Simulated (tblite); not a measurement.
# Geometry relaxation of Si$_{2}$NH$_{5}$O

Si$_{2}$NH$_{5}$O, multiplicity 3, computed with GFN2-xTB geometry optimisation, gas phase (tblite 0.8.0).

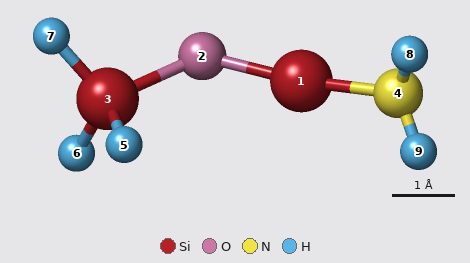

Figure 1. The starting structure (ball-and-stick view, seen at a tilt; atoms are numbered from 1 in the order of the input).

Summary

- outcome: converged
- total energy: −352.7428 eV
- hardware: 1 CPU thread, shared host
- wall time: 1.6 s
- peak memory: 0.18 GiB

The input
```
{"job": {"kind": "relax", "xc": "GFN2-xTB", "basis": "xTB"}, "charge": 0, "multiplicity": 3}
Si     1.533687    -1.462493     0.222894
O      2.101758    -1.759155     1.867335
Si     1.465977    -1.001390     3.352095
N      0.723373    -1.376908    -1.378105
H      0.258487    -0.312839     3.015966
H      2.423619    -0.058920     3.830128
H      1.228804    -1.976843     4.314174
H     -0.020996    -2.044841    -1.546832
H      0.552674    -0.454606    -1.764129
```

The first line tells a small driver script what to run in tblite; the rest is the geometry in Å.

Command:
```bash
OMP_NUM_THREADS=1 python <driver script> task.json out
```

Output
```
step      E/eV     max force
  0    -351.66021    3.153
  1    -351.94161    2.193
  2    -352.08840    2.585
  3    -352.16679    0.967
  4    -352.25484    0.851
  5    -352.38605    1.149
  6    -352.43442    0.782
  7    -352.48857    0.606
  8    -352.51362    0.724
  9    -352.57796    1.043
 10    -352.61434    0.651
 11    -352.65243    0.587
 12    -352.67404    0.398
 13    -352.68887    0.318
 14    -352.69819    0.317
 15    -352.70373    0.178
 16    -352.70619    0.146
 17    -352.70869    0.156
 18    -352.71227    0.240
 19    -352.71628    0.211
 20    -352.71802    0.094
 21    -352.71843    0.028
 22    -352.71850    0.019
 23    -352.71853    0.018
 24    -352.71857    0.015
 25    -352.71860    0.017
 26    -352.71865    0.021
 27    -352.71871    0.022
 28    -352.71876    0.020
 29    -352.71881    0.021
 30    -352.71886    0.032
 31    -352.71896    0.045
 32    -352.71916    0.055
 33    -352.71944    0.072
 34    -352.71972    0.062
 35    -352.71993    0.033
 36    -352.72004    0.039
 37    -352.72022    0.045
 38    -352.72052    0.050
 39    -352.72091    0.047
 40    -352.72119    0.027
 41    -352.72129    0.022
 42    -352.72133    0.023
 43    -352.72138    0.025
 44    -352.72147    0.029
 45    -352.72164    0.022
 46    -352.72168    0.014
 47    -352.72169    0.013
 48    -352.72170    0.014
 49    -352.72173    0.019
 50    -352.72177    0.021
 51    -352.72182    0.020
 52    -352.72186    0.018
 53    -352.72188    0.017
 54    -352.72192    0.022
 55    -352.72199    0.038
 56    -352.72213    0.053
 57    -352.72234    0.055
 58    -352.72253    0.036
 59    -352.72265    0.028
 60    -352.72274    0.031
 61    -352.72291    0.046
 62    -352.72325    0.073
 63    -352.72377    0.100
 64    -352.72419    0.067
 65    -352.72434    0.026
 66    -352.72434    0.048
 67    -352.72442    0.015
 68    -352.72444    0.014
 69    -352.72447    0.012
 70    -352.72450    0.015
 71    -352.72453    0.014
 72    -352.72456    0.010
 73    -352.72458    0.011
 74    -352.72461    0.015
 75    -352.72463    0.016
 76    -352.72467    0.016
 77    -352.72476    0.022
 78    -352.72499    0.033
 79    -352.72556    0.052
 80    -352.72661    0.120
 81    -352.72900    0.177
 82    -352.72244    0.367
 83    -352.73062    0.276
 84    -352.73217    0.198
 85    -352.73504    0.047
 86    -352.73593    0.127
 87    -352.73654    0.091
 88    -352.73739    0.076
 89    -352.73794    0.120
 90    -352.73862    0.133
 91    -352.73882    0.081
 92    -352.73948    0.036
 93    -352.73979    0.041
 94    -352.74029    0.048
 95    -352.74060    0.044
 96    -352.74119    0.044
 97    -352.74132    0.049
 98    -352.74146    0.046
 99    -352.74153    0.022
100    -352.74161    0.012
101    -352.74165    0.012
102    -352.74167    0.013
103    -352.74169    0.015
104    -352.74171    0.012
105    -352.74173    0.014
106    -352.74176    0.015
107    -352.74180    0.013
108    -352.74184    0.014
109    -352.74187    0.018
110    -352.74191    0.020
111    -352.74196    0.022
112    -352.74200    0.023
113    -352.74204    0.023
114    -352.74211    0.031
115    -352.74222    0.039
116    -352.74236    0.071
117    -352.74254    0.041
118    -352.74269    0.024
119    -352.74271    0.035
120    -352.74274    0.018
121    -352.74275    0.008
122    -352.74276    0.008
123    -352.74277    0.007
```

Trajectory as extended XYZ (Å, eV, eV/Å), 26 frames, from step=0 to step=123
```
9
Properties=species:S:1:pos:R:3:forces:R:3 step=0 energy=-351.66021
Si    1.5337   -1.4625    0.2229    0.8940  -0.6260   0.2540
O     2.1018   -1.7592    1.8673   -2.0470   1.6800   1.0120
Si    1.4660   -1.0014    3.3521    1.4300  -0.5090  -2.7640
N     0.7234   -1.3769   -1.3781    0.2810   0.0240   1.0810
H     0.2585   -0.3128    3.0160   -0.6400   0.2840  -0.3180
H     2.4236   -0.0589    3.8301    0.5900   0.4660   0.0940
H     1.2288   -1.9768    4.3142   -0.2480  -1.3900   0.9390
H    -0.0210   -2.0448   -1.5468   -0.0030   0.2110  -0.2000
H     0.5527   -0.4546   -1.7641   -0.2560  -0.1400  -0.0980
9
Properties=species:S:1:pos:R:3:forces:R:3 step=5 energy=-352.38605
Si    1.6714   -1.5813    0.1970    0.3630  -0.1720  -0.5770
O     1.8856   -1.5977    1.8250   -0.3490   0.3710   1.0300
Si    1.4833   -0.9946    3.3242   -0.0830  -0.1710  -0.7960
N     0.7160   -1.3550   -1.2343   -0.3540   0.0380  -0.1090
H     0.2410   -0.3126    2.9908   -0.2220   0.1610   0.1460
H     2.4788   -0.0439    3.8019    0.1530  -0.0450  -0.0630
H     1.2381   -2.0615    4.2968    0.1430  -0.1100  -0.2020
H     0.0096   -2.0103   -1.5477    0.0400  -0.2710   0.2400
H     0.5436   -0.4912   -1.7402    0.3090   0.2000   0.3310
9
Properties=species:S:1:pos:R:3:forces:R:3 step=10 energy=-352.61434
Si    1.8486   -1.7056    0.1232   -0.3880   0.1790  -0.0840
O     1.6968   -1.4609    1.7525    0.2180  -0.2130  -0.5490
Si    1.4223   -0.9621    3.2605   -0.2280   0.2710   0.1510
N     0.6333   -1.3336   -1.0863    0.1390   0.0240   0.3630
H     0.1501   -0.2494    3.0523    0.1370  -0.0130   0.2820
H     2.5235   -0.0904    3.7360   -0.2100  -0.1760  -0.1860
H     1.3014   -2.1151    4.1764    0.0290   0.1000  -0.2470
H     0.0478   -2.0692   -1.4798    0.2970   0.4410   0.0550
H     0.6437   -0.4617   -1.6212    0.0040  -0.6140   0.2160
9
Properties=species:S:1:pos:R:3:forces:R:3 step=15 energy=-352.70373
Si    1.8990   -1.7405    0.1093    0.1000  -0.0540   0.0660
O     1.6469   -1.4222    1.6877    0.0690  -0.0320   0.0500
Si    1.3752   -0.9372    3.2004    0.0280  -0.0240   0.1100
N     0.5967   -1.3225   -0.9556   -0.1210   0.0830   0.0370
H     0.1140   -0.2081    3.1393   -0.0130   0.0270   0.0440
H     2.5075   -0.1351    3.6641    0.0260   0.1250  -0.0940
H     1.3305   -2.1200    4.0627   -0.0940  -0.0990  -0.0610
H     0.1008   -2.0473   -1.4458   -0.0440  -0.1630  -0.0490
H     0.6968   -0.5152   -1.5486    0.0490   0.1370  -0.1020
9
Properties=species:S:1:pos:R:3:forces:R:3 step=20 energy=-352.71802
Si    1.8833   -1.7316    0.1209   -0.0280   0.0120  -0.0890
O     1.6943   -1.4489    1.7152   -0.0150  -0.0050   0.0330
Si    1.3822   -0.9415    3.2159   -0.0120   0.0130  -0.0460
N     0.5734   -1.3076   -0.9551    0.0160   0.0000   0.0150
H     0.1223   -0.2040    3.1633   -0.0030   0.0000   0.0010
H     2.5024   -0.0986    3.6321    0.0220   0.0280   0.0140
H     1.2965   -2.1445    4.0429   -0.0090  -0.0350   0.0170
H     0.1091   -2.0569   -1.4511    0.0290   0.0520   0.0260
H     0.7037   -0.5142   -1.5705   -0.0010  -0.0660   0.0290
9
Properties=species:S:1:pos:R:3:forces:R:3 step=25 energy=-352.71860
Si    1.8866   -1.7324    0.1175    0.0100   0.0050  -0.0020
O     1.6896   -1.4487    1.7117   -0.0020  -0.0110   0.0040
Si    1.3819   -0.9409    3.2126    0.0000   0.0060   0.0060
N     0.5722   -1.3065   -0.9486   -0.0020   0.0040  -0.0020
H     0.1210   -0.2030    3.1653    0.0130  -0.0080  -0.0020
H     2.5035   -0.0959    3.6305   -0.0160  -0.0060  -0.0040
H     1.2954   -2.1477    4.0393   -0.0010   0.0100  -0.0100
H     0.1112   -2.0544   -1.4473   -0.0080  -0.0050   0.0110
H     0.7060   -0.5183   -1.5674    0.0050   0.0040  -0.0010
9
Properties=species:S:1:pos:R:3:forces:R:3 step=30 energy=-352.71886
Si    1.8917   -1.7261    0.1150    0.0080   0.0010   0.0100
O     1.6893   -1.4607    1.7123    0.0080  -0.0100  -0.0020
Si    1.3841   -0.9414    3.2098   -0.0090  -0.0050  -0.0010
N     0.5727   -1.3040   -0.9466    0.0070   0.0050   0.0060
H     0.1244   -0.2055    3.1633   -0.0250   0.0170  -0.0120
H     2.4987   -0.0912    3.6309    0.0120   0.0000  -0.0060
H     1.2919   -2.1462    4.0357    0.0100  -0.0150   0.0110
H     0.1061   -2.0536   -1.4378   -0.0020   0.0080   0.0080
H     0.7085   -0.5194   -1.5692   -0.0100  -0.0020  -0.0130
9
Properties=species:S:1:pos:R:3:forces:R:3 step=35 energy=-352.71993
Si    1.9145   -1.6994    0.1119   -0.0190   0.0120   0.0150
O     1.6981   -1.5130    1.7208   -0.0060   0.0140  -0.0090
Si    1.3793   -0.9443    3.2002    0.0110  -0.0120   0.0030
N     0.5826   -1.2904   -0.9386   -0.0100   0.0130   0.0080
H     0.1210   -0.2027    3.1423    0.0080  -0.0170  -0.0270
H     2.4858   -0.0840    3.6256   -0.0020  -0.0060  -0.0270
H     1.2932   -2.1455    4.0323   -0.0080   0.0020   0.0150
H     0.0855   -2.0433   -1.3946    0.0130  -0.0120   0.0180
H     0.7074   -0.5254   -1.5865    0.0140   0.0060   0.0050
9
Properties=species:S:1:pos:R:3:forces:R:3 step=40 energy=-352.72119
Si    1.9312   -1.6683    0.1140    0.0080   0.0030  -0.0260
O     1.6990   -1.5546    1.7258    0.0100  -0.0010   0.0210
Si    1.3779   -0.9545    3.1934   -0.0260   0.0050  -0.0080
N     0.5851   -1.2680   -0.9219   -0.0070  -0.0020   0.0030
H     0.1222   -0.2115    3.1032   -0.0010  -0.0230   0.0040
H     2.4758   -0.0774    3.6022    0.0140  -0.0100  -0.0040
H     1.2886   -2.1471    4.0381   -0.0010   0.0250   0.0040
H     0.0746   -2.0349   -1.3396    0.0000   0.0180  -0.0080
H     0.7131   -0.5317   -1.6016    0.0030  -0.0160   0.0150
9
Properties=species:S:1:pos:R:3:forces:R:3 step=45 energy=-352.72164
Si    1.9373   -1.6596    0.1126   -0.0010  -0.0120   0.0180
O     1.7057   -1.5660    1.7276    0.0050  -0.0020  -0.0200
Si    1.3748   -0.9550    3.1888    0.0190   0.0030   0.0010
N     0.5836   -1.2633   -0.9156   -0.0030  -0.0020  -0.0010
H     0.1162   -0.2200    3.0943   -0.0060  -0.0020  -0.0030
H     2.4774   -0.0813    3.5938   -0.0090   0.0020  -0.0070
H     1.2865   -2.1386    4.0440   -0.0070  -0.0030   0.0070
H     0.0698   -2.0298   -1.3304    0.0040   0.0030   0.0050
H     0.7160   -0.5344   -1.6016   -0.0020   0.0120  -0.0010
9
Properties=species:S:1:pos:R:3:forces:R:3 step=50 energy=-352.72177
Si    1.9398   -1.6590    0.1131    0.0020  -0.0060  -0.0200
O     1.7098   -1.5740    1.7276    0.0020   0.0000   0.0210
Si    1.3763   -0.9569    3.1862   -0.0170  -0.0080  -0.0030
N     0.5840   -1.2583   -0.9116    0.0080  -0.0030   0.0080
H     0.1150   -0.2261    3.0865    0.0020  -0.0010  -0.0040
H     2.4752   -0.0783    3.5865    0.0060   0.0090   0.0020
H     1.2826   -2.1360    4.0479    0.0060   0.0040  -0.0050
H     0.0685   -2.0262   -1.3209   -0.0090   0.0000  -0.0060
H     0.7161   -0.5331   -1.6016    0.0020   0.0060   0.0070
9
Properties=species:S:1:pos:R:3:forces:R:3 step=55 energy=-352.72199
Si    1.9426   -1.6741    0.1104   -0.0070   0.0040   0.0370
O     1.7169   -1.5768    1.7270    0.0030  -0.0050  -0.0240
Si    1.3744   -0.9568    3.1818    0.0200   0.0110   0.0020
N     0.5877   -1.2592   -0.9081   -0.0120  -0.0030  -0.0100
H     0.1102   -0.2314    3.0816    0.0010   0.0030  -0.0140
H     2.4723   -0.0742    3.5814   -0.0160   0.0000  -0.0040
H     1.2836   -2.1303    4.0504    0.0040  -0.0120   0.0000
H     0.0646   -2.0203   -1.3211    0.0010   0.0120  -0.0040
H     0.7151   -0.5249   -1.5899    0.0070  -0.0100   0.0160
9
Properties=species:S:1:pos:R:3:forces:R:3 step=60 energy=-352.72274
Si    1.9558   -1.7040    0.1134   -0.0110  -0.0150  -0.0180
O     1.7485   -1.6218    1.7319   -0.0040  -0.0140   0.0210
Si    1.3726   -0.9638    3.1621   -0.0080   0.0040  -0.0020
N     0.5960   -1.2489   -0.8788   -0.0170   0.0170   0.0190
H     0.1003   -0.2581    3.0247   -0.0050  -0.0060  -0.0130
H     2.4449   -0.0436    3.5400    0.0090   0.0040   0.0260
H     1.2850   -2.1181    4.0571    0.0180   0.0120  -0.0080
H     0.0392   -1.9861   -1.2898    0.0110  -0.0080  -0.0100
H     0.7252   -0.5036   -1.5469    0.0060   0.0050  -0.0150
9
Properties=species:S:1:pos:R:3:forces:R:3 step=65 energy=-352.72434
Si    1.9455   -1.7956    0.1218    0.0000   0.0000  -0.0130
O     1.8151   -1.7021    1.7492   -0.0090   0.0090   0.0080
Si    1.3741   -0.9682    3.1242   -0.0100  -0.0220  -0.0060
N     0.5940   -1.2262   -0.8233   -0.0080  -0.0050  -0.0020
H     0.0810   -0.3244    2.9001    0.0050   0.0020   0.0080
H     2.3942    0.0160    3.4900   -0.0030   0.0050  -0.0020
H     1.3083   -2.0759    4.0755    0.0100   0.0070   0.0090
H     0.0077   -1.9190   -1.2692    0.0040   0.0120   0.0000
H     0.7474   -0.4526   -1.4547    0.0100  -0.0070  -0.0020
9
Properties=species:S:1:pos:R:3:forces:R:3 step=70 energy=-352.72450
Si    1.9429   -1.7840    0.1197   -0.0040   0.0000  -0.0030
O     1.8017   -1.6851    1.7458   -0.0080   0.0070   0.0100
Si    1.3742   -0.9669    3.1331   -0.0010  -0.0020  -0.0080
N     0.5916   -1.2314   -0.8361    0.0020   0.0010   0.0000
H     0.0844   -0.3106    2.9246    0.0100  -0.0070   0.0080
H     2.4034    0.0062    3.5062   -0.0100  -0.0030  -0.0090
H     1.3097   -2.0832    4.0747    0.0050   0.0030   0.0050
H     0.0147   -1.9314   -1.2826   -0.0020   0.0030  -0.0010
H     0.7448   -0.4616   -1.4719    0.0080  -0.0010  -0.0020
9
Properties=species:S:1:pos:R:3:forces:R:3 step=75 energy=-352.72463
Si    1.9396   -1.7974    0.1197   -0.0040  -0.0020   0.0090
O     1.8073   -1.6919    1.7465   -0.0080  -0.0060  -0.0010
Si    1.3737   -0.9704    3.1295    0.0020   0.0050   0.0060
N     0.5913   -1.2284   -0.8310    0.0060   0.0000  -0.0060
H     0.0829   -0.3195    2.9168   -0.0140  -0.0080   0.0030
H     2.3935    0.0141    3.4950    0.0110   0.0060  -0.0020
H     1.3162   -2.0769    4.0830    0.0050   0.0000  -0.0080
H     0.0107   -1.9212   -1.2838   -0.0020   0.0020   0.0020
H     0.7522   -0.4563   -1.4622    0.0040   0.0020  -0.0040
9
Properties=species:S:1:pos:R:3:forces:R:3 step=80 energy=-352.72661
Si    1.9117   -1.9179    0.1366   -0.0170  -0.0200   0.0490
O     1.7997   -1.8252    1.7690   -0.0420   0.0590   0.0500
Si    1.3617   -0.9944    3.0930    0.0330   0.0850  -0.0090
N     0.6362   -1.1777   -0.7904   -0.0820   0.0080  -0.0360
H     0.0161   -0.4522    2.8786    0.0530  -0.0600  -0.0010
H     2.2993    0.1173    3.3217   -0.0570  -0.1030  -0.0240
H     1.4278   -2.0043    4.1480    0.0160   0.0210  -0.0570
H    -0.0554   -1.7735   -1.2277    0.0560  -0.0050   0.0380
H     0.8702   -0.4202   -1.4153    0.0390   0.0160  -0.0100
9
Properties=species:S:1:pos:R:3:forces:R:3 step=85 energy=-352.73504
Si    1.8237   -1.9828    0.1614   -0.0010  -0.0120  -0.0160
O     1.6905   -1.8300    1.7827   -0.0040  -0.0060   0.0010
Si    1.3543   -0.9878    3.1243   -0.0060   0.0320   0.0160
N     0.6582   -1.1569   -0.8376    0.0070   0.0450   0.0110
H    -0.0269   -0.5150    3.0168    0.0180  -0.0160   0.0030
H     2.2672    0.1529    3.2484   -0.0110  -0.0010  -0.0060
H     1.5677   -1.9746    4.1777    0.0010  -0.0060   0.0000
H    -0.0572   -1.7100   -1.2879   -0.0100  -0.0140  -0.0160
H     0.9899   -0.4438   -1.4722    0.0070  -0.0220   0.0070
9
Properties=species:S:1:pos:R:3:forces:R:3 step=90 energy=-352.73862
Si    1.7193   -2.0634    0.1838   -0.0080   0.0150   0.0130
O     1.5881   -1.8497    1.7976    0.0130  -0.0130  -0.0240
Si    1.3495   -0.9852    3.1458    0.0040  -0.0210  -0.0130
N     0.6849   -1.1275   -0.8666   -0.0730  -0.1110   0.0120
H    -0.0601   -0.5968    3.1575   -0.0190   0.0160   0.0060
H     2.2048    0.2048    3.1468   -0.0050   0.0060   0.0040
H     1.7128   -1.9304    4.1964    0.0080   0.0070   0.0030
H    -0.0567   -1.6228   -1.3476    0.0570   0.0650   0.0380
H     1.1248   -0.4770   -1.5002    0.0230   0.0370  -0.0400
9
Properties=species:S:1:pos:R:3:forces:R:3 step=95 energy=-352.74060
Si    1.6710   -2.1374    0.1941   -0.0300   0.0080   0.0040
O     1.5787   -1.9103    1.8091    0.0150   0.0140  -0.0180
Si    1.3406   -0.9917    3.1210   -0.0010  -0.0100   0.0420
N     0.7111   -1.1101   -0.8396    0.0160   0.0100  -0.0180
H    -0.0869   -0.6690    3.1827    0.0120   0.0000  -0.0120
H     2.1265    0.2449    3.0420   -0.0160  -0.0270  -0.0130
H     1.7922   -1.8706    4.1952   -0.0020   0.0170  -0.0080
H    -0.0670   -1.5256   -1.3333    0.0000  -0.0150   0.0220
H     1.2011   -0.4782   -1.4577    0.0050   0.0050   0.0020
9
Properties=species:S:1:pos:R:3:forces:R:3 step=100 energy=-352.74161
Si    1.6247   -2.1827    0.2037   -0.0070   0.0010  -0.0030
O     1.5876   -1.9450    1.8196    0.0100   0.0070   0.0010
Si    1.3347   -1.0002    3.1099   -0.0010   0.0040  -0.0050
N     0.7283   -1.0926   -0.8219   -0.0080  -0.0070  -0.0030
H    -0.1016   -0.7247    3.1899    0.0000   0.0000   0.0030
H     2.0699    0.2595    2.9600   -0.0040  -0.0040   0.0040
H     1.8410   -1.8215    4.2031   -0.0020  -0.0020  -0.0040
H    -0.0688   -1.4630   -1.3210    0.0030   0.0030   0.0110
H     1.2517   -0.4777   -1.4298    0.0090  -0.0010  -0.0040
9
Properties=species:S:1:pos:R:3:forces:R:3 step=105 energy=-352.74173
Si    1.5996   -2.2051    0.2082   -0.0020  -0.0050  -0.0010
O     1.5936   -1.9567    1.8232    0.0030   0.0020  -0.0130
Si    1.3316   -1.0017    3.1033   -0.0030   0.0040   0.0070
N     0.7356   -1.0868   -0.8142    0.0080   0.0070   0.0000
H    -0.1073   -0.7469    3.2038   -0.0040  -0.0040  -0.0050
H     2.0417    0.2677    2.9251    0.0040   0.0100   0.0050
H     1.8632   -1.8024    4.1989    0.0030  -0.0060   0.0070
H    -0.0681   -1.4339   -1.3181   -0.0120  -0.0010   0.0010
H     1.2775   -0.4822   -1.4167    0.0030  -0.0060  -0.0010
9
Properties=species:S:1:pos:R:3:forces:R:3 step=110 energy=-352.74191
Si    1.5760   -2.2156    0.2097    0.0090  -0.0060   0.0050
O     1.5982   -1.9446    1.8205    0.0000   0.0140   0.0140
Si    1.3339   -0.9992    3.1079   -0.0020  -0.0080  -0.0100
N     0.7356   -1.0877   -0.8216   -0.0090  -0.0050   0.0040
H    -0.1065   -0.7549    3.2168    0.0000   0.0010  -0.0030
H     2.0358    0.2761    2.9323   -0.0030  -0.0060   0.0020
H     1.8719   -1.8025    4.1992    0.0030   0.0000  -0.0040
H    -0.0687   -1.4268   -1.3304    0.0000   0.0110   0.0020
H     1.2912   -0.4927   -1.4209    0.0020  -0.0020  -0.0120
9
Properties=species:S:1:pos:R:3:forces:R:3 step=115 energy=-352.74222
Si    1.5463   -2.2430    0.2158    0.0000  -0.0030  -0.0380
O     1.6259   -1.9454    1.8189   -0.0010  -0.0050   0.0160
Si    1.3296   -1.0017    3.0988   -0.0110   0.0110   0.0300
N     0.7487   -1.0798   -0.8104    0.0210   0.0160  -0.0020
H    -0.1163   -0.7877    3.2151    0.0180  -0.0090  -0.0020
H     1.9979    0.2890    2.9080    0.0010   0.0010   0.0000
H     1.8930   -1.7857    4.1917   -0.0080   0.0070  -0.0020
H    -0.0829   -1.3759   -1.3013   -0.0010   0.0040  -0.0050
H     1.3251   -0.5177   -1.4231   -0.0200  -0.0210   0.0040
9
Properties=species:S:1:pos:R:3:forces:R:3 step=120 energy=-352.74274
Si    1.5646   -2.2242    0.2108    0.0020   0.0020   0.0010
O     1.6289   -1.9323    1.8168   -0.0050   0.0020   0.0010
Si    1.3297   -1.0023    3.1070    0.0080   0.0070  -0.0020
N     0.7554   -1.0734   -0.8208   -0.0120  -0.0090  -0.0110
H    -0.1161   -0.7864    3.2130    0.0060  -0.0030  -0.0010
H     2.0067    0.2873    2.9380   -0.0070  -0.0070   0.0000
H     1.8802   -1.8002    4.1959   -0.0030   0.0000   0.0010
H    -0.1012   -1.3667   -1.2707    0.0110   0.0080   0.0080
H     1.3192   -0.5497   -1.4763    0.0010  -0.0010   0.0020
9
Properties=species:S:1:pos:R:3:forces:R:3 step=123 energy=-352.74277
Si    1.5631   -2.2253    0.2109   -0.0020   0.0040  -0.0010
O     1.6277   -1.9324    1.8167   -0.0030   0.0000   0.0000
Si    1.3299   -1.0026    3.1073   -0.0040  -0.0010  -0.0010
N     0.7587   -1.0721   -0.8219    0.0030  -0.0060   0.0030
H    -0.1161   -0.7901    3.2174    0.0030  -0.0040  -0.0010
H     2.0007    0.2889    2.9346    0.0030   0.0020   0.0010
H     1.8833   -1.7995    4.1954    0.0000   0.0020   0.0000
H    -0.1038   -1.3584   -1.2644    0.0020   0.0040  -0.0010
H     1.3239   -0.5565   -1.4824   -0.0030  -0.0010   0.0000
```
